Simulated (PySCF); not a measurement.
# C3H3FSZn (SMILES F[CH2][Zn][C]#CS) at 3 levels

Aim: a comparison of 3 runs (HF/def2-SVP, B3LYP/6-31G*, CCSD(T)/def2-SVP) of C3H3FSZn. The job is set up through a Python script.

Program for the calculation: PySCF 2.14.0.

### Step 1. The molecule

The species is C3H3FSZn (9 atoms), meant as a singlet with charge 0. As SMILES, `F[CH2][Zn][C]#CS`. Geometry: a GFN2-xTB relaxation, a rough one for these elements and not checked as a minimum.

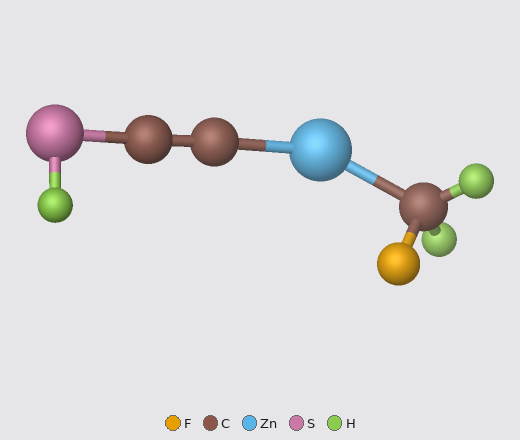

Viewed from a chosen angle; fluorine amber, carbon brown, zinc blue, sulfur pink, hydrogen green.

### Step 2. Energy and forces at HF/def2-SVP (run 1)

job.py

```python
import pyscf.grad
from pyscf import gto, scf

mol = gto.Mole()
mol.atom = '''
F      0.383633    -4.357538     1.346071
C      2.364539    -4.207645    -0.427532
Zn     1.694480    -0.531599    -1.079204
C     -0.290243     2.486010    -0.495014
C     -1.591206     4.323126    -0.109302
S     -3.357987     6.955761     0.392742
H      4.055730    -4.803004     0.583453
H      1.916201    -5.607838    -1.869846
H     -5.175166     5.742745     1.658613
'''
mol.verbose = 3
mol.max_memory = 1860
mol.unit = 'bohr'
mol.spin = 0
mol.basis = 'def2-svp'
mol.build()

myscf = scf.RHF(mol)
myscf.conv_tol = 1e-10
myscf.kernel()
if not myscf.converged:
    myscf = myscf.newton().run(myscf.mo_coeff, myscf.mo_occ)

etot = myscf.e_tot
print('E = %.10f Eh' % etot)
grad = myscf.Gradients().kernel()
myscf.analyze()
```

On the command line:

```
$ OMP_NUM_THREADS=1 python job.py
```

Standard output:

```text
converged SCF energy = -2389.48587122534
[... 19 lines left out ...]
MO #10  energy= -11.2038443087862  occ= 2
[... 9 lines left out ...]
MO #20  energy= -1.05600273872881  occ= 2
[... 9 lines left out ...]
MO #30  energy= -0.645318706291416 occ= 2
[... 9 lines left out ...]
MO #40  energy= 0.134577779861305  occ= 0
[... 9 lines left out ...]
MO #50  energy= 0.424364926084309  occ= 0
[... 9 lines left out ...]
MO #60  energy= 0.844227156338463  occ= 0
[... 9 lines left out ...]
MO #70  energy= 1.07344765759876   occ= 0
[... 9 lines left out ...]
MO #80  energy= 1.60802112643272   occ= 0
[... 9 lines left out ...]
MO #90  energy= 1.94119252921909   occ= 0
[... 9 lines left out ...]
MO #100 energy= 2.46879560584917   occ= 0
[... 9 lines left out ...]
MO #110 energy= 3.59162243600507   occ= 0
[... 9 lines left out ...]
MO #120 energy= 7.0530946727533    occ= 0
[... 10 lines left out ...]
Dipole moment(X, Y, Z, Debye):  1.84866, -0.45650, -1.65305
```

Wall time 40 s (1 thread of Intel Xeon at 2.50GHz (Skylake/Cascade Lake), shared host); peak memory 0.32 GiB.

### Step 3. Energy and gradient at B3LYP/6-31G(d) (spherical functions) (run 2)

run.py

```python
from pyscf import gto, dft

mol = gto.M(
    atom=[
    ('F', (0.203010, -2.305910, 0.712310)),
    ('C', (1.251260, -2.226590, -0.226240)),
    ('Zn', (0.896680, -0.281310, -0.571090)),
    ('C', (-0.153590, 1.315540, -0.261950)),
    ('C', (-0.842030, 2.287700, -0.057840)),
    ('S', (-1.776970, 3.680830, 0.207830)),
    ('H', (2.146200, -2.541640, 0.308750)),
    ('H', (1.014010, -2.967540, -0.989480)),
    ('H', (-2.738580, 3.038930, 0.877700)),
],
    max_memory=1860,
    verbose=4,
    charge=0,
    basis='6-31g*',
)

mf = dft.RKS(mol, xc='b3lyp')
mf.conv_tol = 1e-10
mf.grids.level = 5
mf.kernel()
if not mf.converged:
    mf = mf.newton().run(mf.mo_coeff, mf.mo_occ)

e_tot = mf.e_tot
print('E(%s) = %.9f' % ('B3LYP', e_tot))
grad = mf.nuc_grad_method().kernel()
mf.analyze()
```

On the command line:

```
$ OMP_NUM_THREADS=1 python run.py
```

Standard output:

```text
PySCF version 2.14.0

[... 107 lines left out ...]
MO #4   energy= -37.2401650217329  occ= 2
[... 10 lines left out ...]
MO #15  energy= -4.83189966479714  occ= 2
[... 10 lines left out ...]
MO #26  energy= -0.487251846924802 occ= 2
[... 10 lines left out ...]
MO #37  energy= -0.26508747982896  occ= 2
[... 10 lines left out ...]
MO #48  energy= 0.142017650670724  occ= 0
[... 10 lines left out ...]
MO #59  energy= 0.561254848844011  occ= 0
[... 10 lines left out ...]
MO #70  energy= 0.858516819070792  occ= 0
[... 10 lines left out ...]
MO #81  energy= 1.46801975408481   occ= 0
[... 10 lines left out ...]
MO #92  energy= 1.94138466971238   occ= 0
[... 10 lines left out ...]
MO #103 energy= 2.3190239776284    occ= 0
[... 10 lines left out ...]
MO #114 energy= 3.35421263080878   occ= 0
[... 87 lines left out ...]
pop of  4 C 3dxy          0.00245
pop of  4 C 3dyz          0.00081
pop of  4 C 3dz^2         0.00094
pop of  4 C 3dxz          0.00041
pop of  4 C 3dx2-y2       0.00090
pop of  5 S 1s            2.00000
pop of  5 S 2s            1.99984
pop of  5 S 3s            1.67758
pop of  5 S 4s            0.00730
pop of  5 S 2px           1.99987
pop of  5 S 2py           1.99987
pop of  5 S 2pz           1.99993
pop of  5 S 3px           1.18913
pop of  5 S 3py           1.30888
pop of  5 S 3pz           1.67508
pop of  5 S 4px           0.01601
pop of  5 S 4py           0.00757
pop of  5 S 4pz           0.00574
pop of  5 S 3dxy          0.01039
pop of  5 S 3dyz          0.00532
pop of  5 S 3dz^2         0.00294
pop of  5 S 3dxz          0.00571
pop of  5 S 3dx2-y2       0.00549
pop of  6 H 1s            0.88393
pop of  6 H 2s            0.00831
pop of  7 H 1s            0.88432
pop of  7 H 2s            0.00825
pop of  8 H 1s            0.89192
pop of  8 H 2s            0.00936
 ** Mulliken atomic charges  **
charge of    0F =     -0.33182
charge of    1C =     -0.34342
charge of    2Zn =      1.05708
charge of    3C =     -0.60898
charge of    4C =     -0.17012
charge of    5S =      0.08335
charge of    6H =      0.10776
charge of    7H =      0.10744
charge of    8H =      0.09872
Dipole moment(X, Y, Z, Debye):  1.00630, -0.74667, -0.85134
```

It took 2 min on 1 thread of Intel Xeon at 2.50GHz (Skylake/Cascade Lake), shared host; peak memory 1.2 GiB.

### Step 4. The energy at CCSD(T)/def2-SVP (run 3)

input.py

```python
from pyscf import gto, scf, cc

mol = gto.M(
    atom='''
F    0.203010  -2.305910   0.712310
C    1.251260  -2.226590  -0.226240
Zn   0.896680  -0.281310  -0.571090
C   -0.153590   1.315540  -0.261950
C   -0.842030   2.287700  -0.057840
S   -1.776970   3.680830   0.207830
H    2.146200  -2.541640   0.308750
H    1.014010  -2.967540  -0.989480
H   -2.738580   3.038930   0.877700
''',
    charge=0,
    max_memory=1860,
    verbose=4,
    basis='def2-svp',
)

mf = scf.RHF(mol)
mf.conv_tol = 1e-10
mf.kernel()
if not mf.converged:
    mf = mf.newton().run(mf.mo_coeff, mf.mo_occ)

mycc = cc.CCSD(mf, frozen=14)
mycc.kernel()
e_t = mycc.ccsd_t()
energy = mycc.e_tot + e_t
print('E = %.10f Eh' % energy)
dip = mf.dip_moment()
pop, q = mf.mulliken_pop()
```

On the command line:

```
$ OMP_NUM_THREADS=1 python input.py
```

Standard output:

```text
PySCF version 2.14.0

[... 69 lines left out ...]
converged SCF energy = -2389.48587123422
[... 12 lines left out ...]
Init t2, MP2 energy = -2390.55386207821  E_corr(MP2) -1.06799084398382
[... 14 lines left out ...]
CCSD converged
[... 3 lines left out ...]
Dipole moment(X, Y, Z, Debye):  1.84866, -0.45650, -1.65305
[... 91 lines left out ...]
pop of  5 S 4s            0.66224
pop of  5 S 2px           1.97794
pop of  5 S 2py           1.97874
pop of  5 S 2pz           1.98178
pop of  5 S 3px           0.52962
pop of  5 S 3py           0.56492
pop of  5 S 3pz           0.67177
pop of  5 S 4px           0.63804
pop of  5 S 4py           0.64551
pop of  5 S 4pz           1.02634
pop of  5 S 3dxy          0.04061
pop of  5 S 3dyz          0.01463
pop of  5 S 3dz^2         0.00946
pop of  5 S 3dxz          0.01421
pop of  5 S 3dx2-y2       0.01793
pop of  6 H 1s            0.76225
pop of  6 H 2s            0.17177
pop of  6 H 2px           0.01259
pop of  6 H 2py           0.00686
pop of  6 H 2pz           0.00643
pop of  7 H 1s            0.76198
pop of  7 H 2s            0.17183
pop of  7 H 2px           0.00351
pop of  7 H 2py           0.01155
pop of  7 H 2pz           0.01078
pop of  8 H 1s            0.71763
pop of  8 H 2s            0.15765
pop of  8 H 2px           0.01371
pop of  8 H 2py           0.00789
pop of  8 H 2pz           0.01122
 ** Mulliken atomic charges  **
charge of    0F =     -0.43326
charge of    1C =      0.01716
charge of    2Zn =      0.85331
charge of    3C =     -0.42285
charge of    4C =     -0.24702
charge of    5S =      0.06031
charge of    6H =      0.04009
charge of    7H =      0.04035
charge of    8H =      0.09191
```

Run time: 6.1 min. Hardware: 1 thread of Intel Xeon at 2.50GHz (Skylake/Cascade Lake), shared host; peak memory 1.6 GiB.

### Step 5. The series

```csv
run,level,integration grid,task,energy (Eh),dipole moment (D) of the reference,HOMO energy (eV),LUMO energy (eV),wall time
1,HF/def2-SVP,–,gradient,-2389.485871,2.52,-9.02,1.82,40 s
2,B3LYP/6-31G* (spherical functions),5,gradient,-2393.162263,1.51,-6.22,-1.30,2 min
3,CCSD(T)/def2-SVP,–,energy,-2390.600344,2.52,-9.02,1.82,6.1 min
```

### Step 6. Results

| quantity | value |
| --- | --- |
| run 3: total energy | -2390.60034 Eh |
| run 3: dipole moment (Hartree–Fock density) | 2.52 D |
| run 3: HOMO energy (Hartree–Fock orbitals) | -9.02 eV |
| run 3: LUMO energy (Hartree–Fock orbitals) | 1.82 eV |
| run 3: HOMO–LUMO gap (Hartree–Fock orbitals) | 10.84 eV |
| run 3: correlation energy (14 core orbitals frozen) | -1114.5 mEh |
| run 3: (T) correction | -35.68 mEh |
| run 3: T1 diagnostic | 0.014 |

All runs together took 8.7 min, the longest 6.1 min.
